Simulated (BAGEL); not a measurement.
# C2HClFO− (SMILES [O-]/C=C(/F)Cl): HF/6-31G(d) (density fitting with qzvpp-jkfit, spherical functions)

Aim: the vertical ionisation energy of C2HClFO− at HF/6-31G* (density fitting with qzvpp-jkfit, spherical functions), from 2 runs. 

Program for the calculation: BAGEL 1.2.2.

## Step 1: The system as given

C2HClFO−: 6 atoms, total charge -1, spin state singlet. SMILES: `[O-]/C=C(/F)Cl`. The shape is that of a GFN2-xTB optimisation.

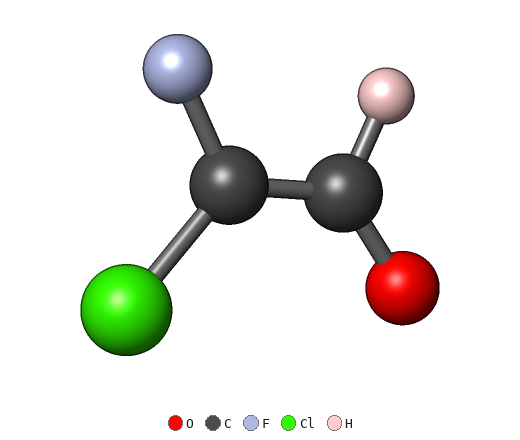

Viewed from a chosen angle; oxygen red, carbon dark grey, fluorine light blue, chlorine green, hydrogen pink.

## Step 2: A single-point energy at HF/6-31G(d) (density fitting with qzvpp-jkfit, spherical functions)

input.json reads:

```json
{ "bagel" : [

{
  "title" : "molecule",
  "basis" : "6-31gs.json",
  "df_basis" : "qzvpp-jkfit",
  "angstrom" : "true",
  "geometry" : [
    { "atom" : "O", "xyz" : [      -1.548270,       0.513920,       0.843300 ] },
    { "atom" : "C", "xyz" : [      -0.405270,       0.040130,       0.657680 ] },
    { "atom" : "C", "xyz" : [       0.332050,      -0.033240,      -0.473730 ] },
    { "atom" : "F", "xyz" : [       1.595450,      -0.617830,      -0.482930 ] },
    { "atom" : "Cl", "xyz" : [      -0.137690,       0.491220,      -2.066060 ] },
    { "atom" : "H", "xyz" : [       0.163720,      -0.394190,       1.521740 ] }
  ]
},

{
  "title" : "hf",
  "charge" : -1
},

{
  "title" : "print",
  "file" : "orbitals.molden",
  "orbitals" : "true"
}

]}
```

The basis set 6-31G* is read from a file made from the Basis Set Exchange's data (not shown).

On the command line:

```sh
BAGEL_NUM_THREADS=1 BAGEL input.json > input.out
```

Log:

```text
* using 1 threads per process

  ===============================================================
  ===============================================================

  *** Geometry ***

  { "atom" : "O", "xyz" : [     -2.925806,      0.971168,      1.593606 ] },
  { "atom" : "C", "xyz" : [     -0.765849,      0.075835,      1.242835 ] },
  { "atom" : "C", "xyz" : [      0.627484,     -0.062814,     -0.895220 ] },
  { "atom" : "F", "xyz" : [      3.014964,     -1.167529,     -0.912605 ] },
  { "atom" : "Cl", "xyz" : [     -0.260196,      0.928271,     -3.904288 ] },
  { "atom" : "H", "xyz" : [      0.309386,     -0.744911,      2.875672 ] },

  Number of auxiliary basis functions:      450

  Since a DF basis is specified, we compute 2- and 3-index integrals:
    o Being stored without compression. Storage requirement is 0.021 GB

  Number of basis functions:       76
  Number of electrons      :       47

    * METHOD: MOLECULE                             0.50

  *** RHF ***

  === Nuclear Repulsion ===
   202.9156613094

      * DIIS with orbital gradients will be used.

  === RHF iteration (6-31gs.json) ===
      0       -709.75536276          0.02338719           0.08
      1       -709.88341513          0.01981081           0.09
      2       -710.03969980          0.00230580           0.07
      3       -710.04368618          0.00099679           0.07
      4       -710.04450031          0.00030746           0.11
      5       -710.04464242          0.00014809           0.13
      6       -710.04466440          0.00006024           0.09
      7       -710.04466887          0.00001370           0.08
      8       -710.04466911          0.00000487           0.07
      9       -710.04466914          0.00000228           0.08
     10       -710.04466914          0.00000063           0.08
     11       -710.04466915          0.00000026           0.07
     12       -710.04466915          0.00000008           0.07
     13       -710.04466915          0.00000005           0.10
     14       -710.04466915          0.00000002           0.10
     15       -710.04466915          0.00000001           0.10
    * SCF iteration converged.

    * Permanent dipole moment:
           (   -1.088468,     0.315990,     0.879638) a.u.

    * METHOD: HF                                   1.68

    * METHOD: PRINT                                0.01

  ===============================================================
```

It took 2.7 s on 1 thread of Intel Xeon at 2.50GHz (Skylake/Cascade Lake), shared host.

## Step 3: Doublet neutral C2HClFO, same level

job.json reads:

```json
{ "bagel": [

{
  "title": "molecule",
  "basis": "6-31gs.json",
  "df_basis": "qzvpp-jkfit",
  "angstrom": true,
  "geometry": [
    { "atom": "O", "xyz": [      -1.548270,       0.513920,       0.843300 ] },
    { "atom": "C", "xyz": [      -0.405270,       0.040130,       0.657680 ] },
    { "atom": "C", "xyz": [       0.332050,      -0.033240,      -0.473730 ] },
    { "atom": "F", "xyz": [       1.595450,      -0.617830,      -0.482930 ] },
    { "atom": "Cl", "xyz": [      -0.137690,       0.491220,      -2.066060 ] },
    { "atom": "H", "xyz": [       0.163720,      -0.394190,       1.521740 ] }
  ]
},

{
  "title": "uhf",
  "nopen": 1
},

{
  "title": "print",
  "file": "orbitals.molden",
  "orbitals": true
}

]}
```

The basis set 6-31G* is read from a file made from the Basis Set Exchange's data (not shown).

On the command line:

```sh
BAGEL_NUM_THREADS=1 BAGEL job.json > job.out
```

Log:

```text
* using 1 threads per process

  ===============================================================
  ===============================================================

  *** Geometry ***

  { "atom" : "O", "xyz" : [     -2.925806,      0.971168,      1.593606 ] },
  { "atom" : "C", "xyz" : [     -0.765849,      0.075835,      1.242835 ] },
  { "atom" : "C", "xyz" : [      0.627484,     -0.062814,     -0.895220 ] },
  { "atom" : "F", "xyz" : [      3.014964,     -1.167529,     -0.912605 ] },
  { "atom" : "Cl", "xyz" : [     -0.260196,      0.928271,     -3.904288 ] },
  { "atom" : "H", "xyz" : [      0.309386,     -0.744911,      2.875672 ] },

  Number of auxiliary basis functions:      450

  Since a DF basis is specified, we compute 2- and 3-index integrals:
    o Being stored without compression. Storage requirement is 0.021 GB

  Number of basis functions:       76
  Number of electrons      :       47

    * METHOD: MOLECULE                             0.52

  *** Open-shell HF ***

  === Nuclear Repulsion ===
   202.9156613094

      * DIIS with orbital gradients will be used.

  === UHF iteration (6-31gs.json) ===
      0       -709.68988385          0.05123755           0.20
      1       -709.76348905          0.05009150           0.20
      2       -709.84028523          0.04097485           0.19
      3       -710.00818773          0.00228061           0.22
      4       -710.01405173          0.00149157           0.22
      5       -710.01687649          0.00116019           0.23
      6       -710.02036595          0.00094155           0.22
      7       -710.02282722          0.00072452           0.23
      8       -710.02473779          0.00031077           0.22
      9       -710.02486525          0.00015570           0.18
     10       -710.02488030          0.00007554           0.18
     11       -710.02488981          0.00004059           0.22
     12       -710.02489169          0.00000991           0.21
     13       -710.02489197          0.00000527           0.22
     14       -710.02489210          0.00000237           0.21
     15       -710.02489214          0.00000162           0.22
     16       -710.02489217          0.00000122           0.19
     17       -710.02489218          0.00000092           0.22
     18       -710.02489219          0.00000072           0.22
     19       -710.02489219          0.00000054           0.22
     20       -710.02489219          0.00000037           0.14
     21       -710.02489219          0.00000024           0.14
     22       -710.02489219          0.00000014           0.14
     23       -710.02489219          0.00000007           0.14
     24       -710.02489219          0.00000004           0.21
     25       -710.02489219          0.00000003           0.20
     26       -710.02489219          0.00000003           0.22
     27       -710.02489219          0.00000002           0.22
     28       -710.02489219          0.00000001           0.22
     29       -710.02489219          0.00000001           0.22
     30       -710.02489219          0.00000001           0.23
    * SCF iteration converged.

    * S^2 (UHF) is 0.9407

    * Permanent dipole moment:
           (   -0.355693,     0.174029,    -0.101630) a.u.

    * METHOD: UHF                                  6.68

    * METHOD: PRINT                                0.01

  ===============================================================
```

It took 7.8 s on 1 thread of Intel Xeon at 2.50GHz (Skylake/Cascade Lake), shared host.

## Step 4: Summary of results

Level: HF/6-31G* (density fitting with qzvpp-jkfit, spherical functions).

```
                                           quantity          value
                     singlet C2HClFO−: total energy  -710.04467 Eh
                      singlet C2HClFO−: HOMO energy       -2.31 eV
                      singlet C2HClFO−: LUMO energy       10.92 eV
                    singlet C2HClFO−: HOMO–LUMO gap       13.22 eV
              doublet neutral C2HClFO: total energy  -710.02489 Eh
             doublet neutral C2HClFO: dipole moment         1.04 D
                      doublet neutral C2HClFO: ⟨S²⟩          0.941
vertical ionisation energy (to the doublet neutral)       0.538 eV
```

**Reading.** Removing an electron at fixed nuclei costs 0.54 eV (51.9 kJ/mol). The negative HOMO energy of the first species, 2.31 eV, lies 1.77 eV above that difference. ⟨S²⟩ (doublet neutral C2HClFO) is 0.94 where a pure doublet has 0.75: the reference is spin-contaminated.
